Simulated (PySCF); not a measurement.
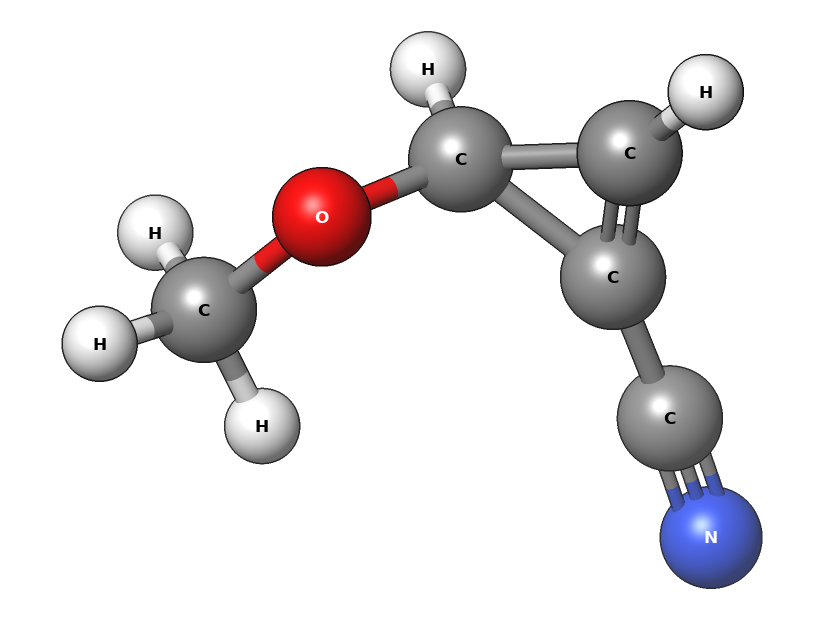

A ball-and-stick model of a molecule. Double and triple bonds are drawn as two and three sticks.

The computed structure is the end point of a GFN2-xTB optimisation. No frequency run is at hand to confirm it as a minimum.

> What is the molecular formula?

C5H5NO, 12 atoms: 5 carbon, 5 hydrogen, 1 nitrogen and 1 oxygen.

> Write the SMILES.

CO[C@H]1C=C1C#N

The parts below concern this one geometry. Atoms keep their numbers from picture to picture.

## Symmetry

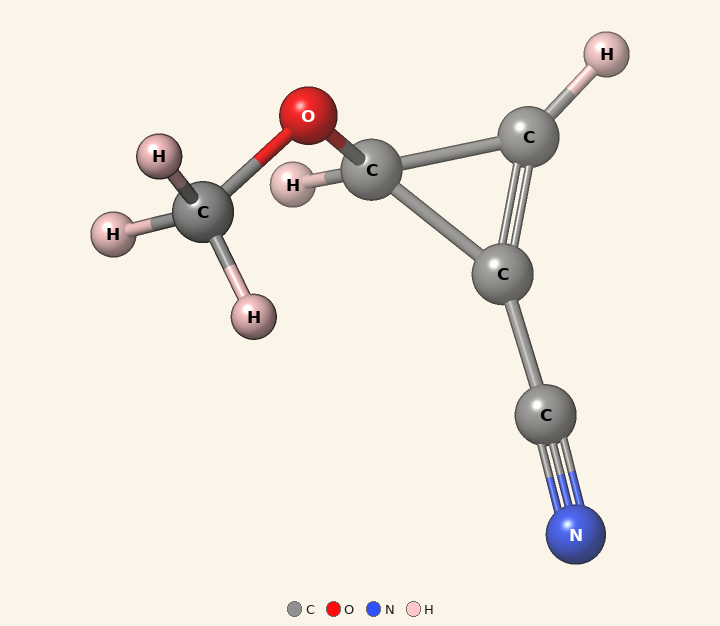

Distant atoms are faded towards the background colour. No frequency run is at hand to confirm it as a minimum.

> List the symmetry elements and name the point group.

It has no symmetry element but the identity, so the point group is C1. The group has 1 operation. The geometry is chiral, and symmetry allows a dipole moment.

## Charges

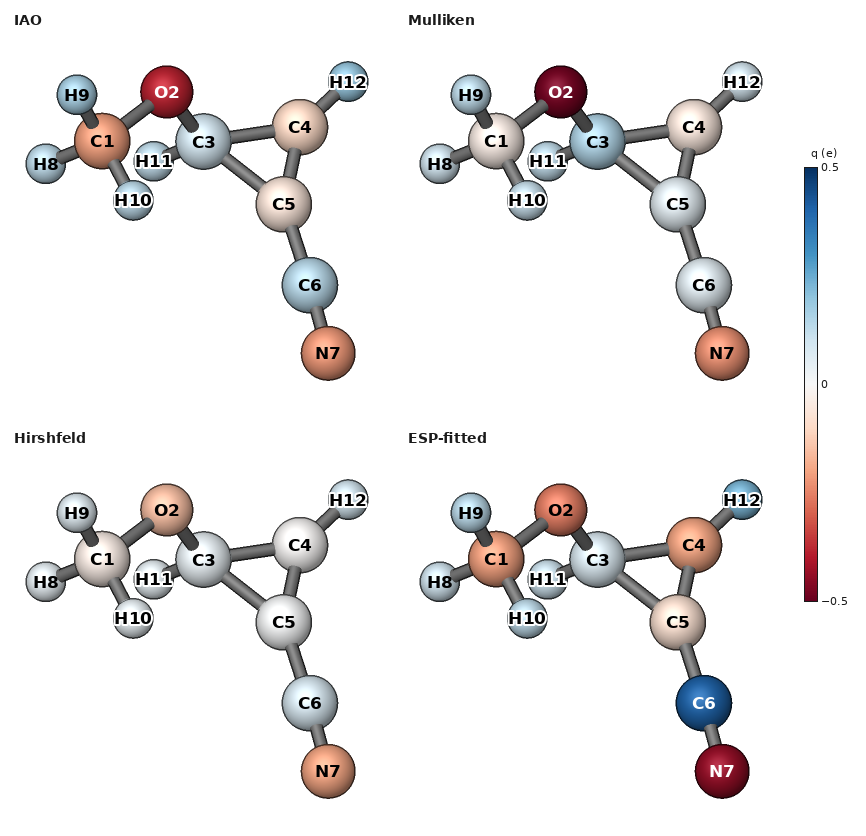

Atomic charges of one calculation by 4 schemes, on one colour scale. No frequency run is at hand to confirm it as a minimum. Level of theory: PBE0/pcSseg-1 (PySCF 2.14.0).

> Which scheme gives the most polar picture (largest mean size of the charges)?

The ESP-fitted charges are the largest in size here, and the Hirshfeld charges the smallest.

> On which atom do the schemes disagree most?

On C6 (from 0.05 to 0.41 e).

List the charges (e), one line for each set of equivalent atoms.

```tsv
atom	IAO	Mulliken	Hirshfeld	ESP-fitted
C1	−0.20	−0.04	−0.04	−0.20
O2	−0.39	−0.48	−0.15	−0.25
C3	0.09	0.15	0.04	0.07
C4	−0.10	−0.05	0.00	−0.20
C5	−0.06	0.05	0.01	−0.08
C6	0.14	0.05	0.08	0.41
N7	−0.22	−0.23	−0.20	−0.44
H8	0.13	0.10	0.04	0.10
H9	0.16	0.13	0.06	0.14
H10	0.13	0.11	0.04	0.13
H11	0.12	0.12	0.04	0.10
H12	0.19	0.09	0.09	0.23
```

## Polarisability

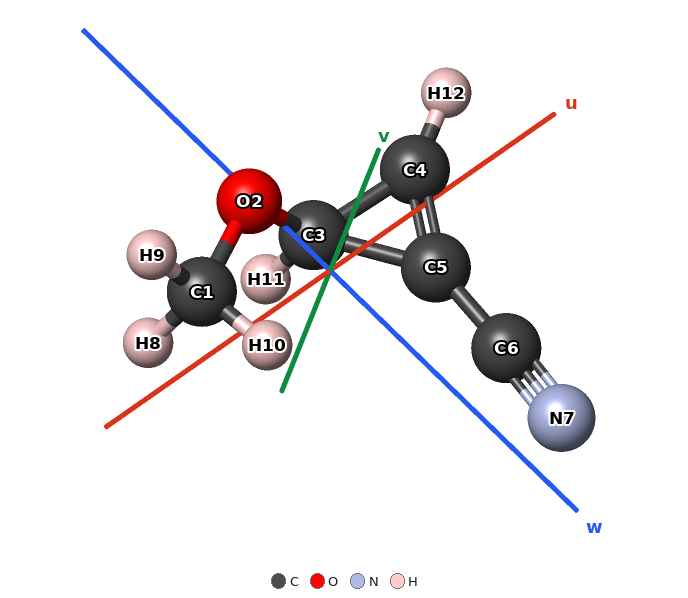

The lines u, v and w are the principal axes of the static dipole polarisability. No frequency run is at hand to confirm it as a minimum. Method: PBE0/def2-SVPD (PySCF 2.14.0).

> Along which axis is the molecule most polarisable, and along which least?

Most along w (nearly parallel to the C5–C6 bond), least along v.

> Give the three principal values.

u 65.6, v 48.1, w 87.6 bohr³; mean 67.1, anisotropy 34.3 bohr³.

## NMR shielding

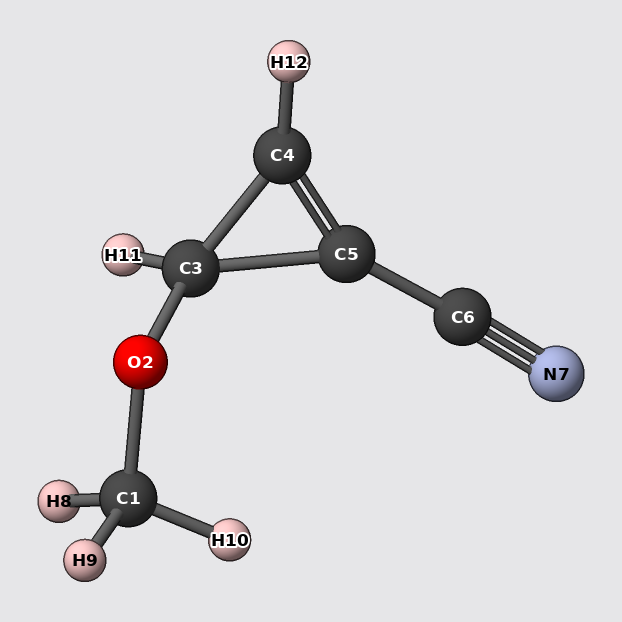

The questions are on isotropic NMR shieldings of the C atoms. No frequency run is at hand to confirm it as a minimum. Level of theory: GIAO PBE0/pcSseg-1 NMR shielding, non-relativistic, gas phase (PySCF 2.14.0).

> Which C atom is the most shielded (lowest chemical shift)?

C1 (128.3 ppm).

> Which C atom is the least shielded (highest chemical shift)?

C4 (46.9 ppm).

> How wide is the range of C shifts?

81.4 ppm.

List the isotropic NMR shieldings of the C atoms.

```csv
atom,σ (ppm)
C1,128.3
C3,126.7
C4,46.9
C5,64.9
C6,71.4
```

Mulliken values depend strongly on the basis set and can even reverse the polarity of a bond.
